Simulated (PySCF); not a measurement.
# C7H11F: the cost of one run

Computed with PySCF 2.14.0 and routines of our own; the level stands in each step. Atoms count from 0.

### 1 The system as given

19 atoms, charge 0, multiplicity 1; geometry from: GFN2-xTB.

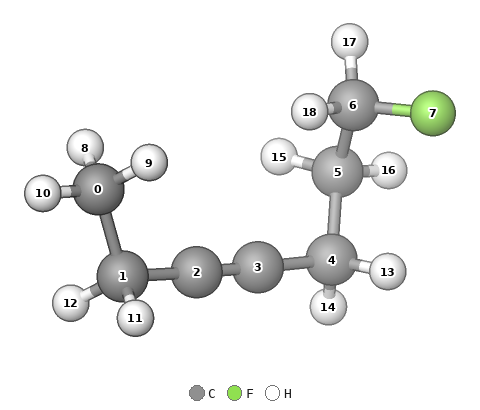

The starting geometry (carbon grey, fluorine green, hydrogen white).

### 2 Optimising the geometry at PBE0-D3(BJ)/def2-SVP

Job settings and geometry (Å):

```
{"job": {"xc": "PBE0", "basis": "def2-SVP", "d3": "d3bj", "grid": 1, "kind": "geom"}, "charge": 0, "multiplicity": 1}
C      2.412963     1.551535    -0.671453
C      2.351886     0.094568    -1.132026
C      1.096767    -0.521658    -0.743852
C      0.052135    -1.008994    -0.415421
C     -1.213727    -1.581446     0.004558
C     -1.766764    -0.860853     1.240489
C     -2.153671     0.575493     0.921570
F     -3.257961     0.603539     0.100244
H      2.320622     1.610932     0.411117
H      1.603746     2.126224    -1.117278
H      3.359745     1.999405    -0.965058
H      2.451042     0.044617    -2.220493
H      3.179270    -0.469211    -0.689910
H     -1.936445    -1.501071    -0.812568
H     -1.069133    -2.641309     0.231755
H     -1.014616    -0.844347     2.031066
H     -2.648682    -1.390310     1.606717
H     -2.427477     1.129715     1.825274
H     -1.349505     1.092422     0.387808
```

Run with:

```bash
OMP_NUM_THREADS=1 python excited_run.py task.json out
```

One launch serves the whole session: the jobs run in the order shown.

Q: Estimate the wall time and peak memory of this first job on 1 thread of Arm Neoverse V1, shared host.

About 50 s, with a peak of 0.72 GiB.
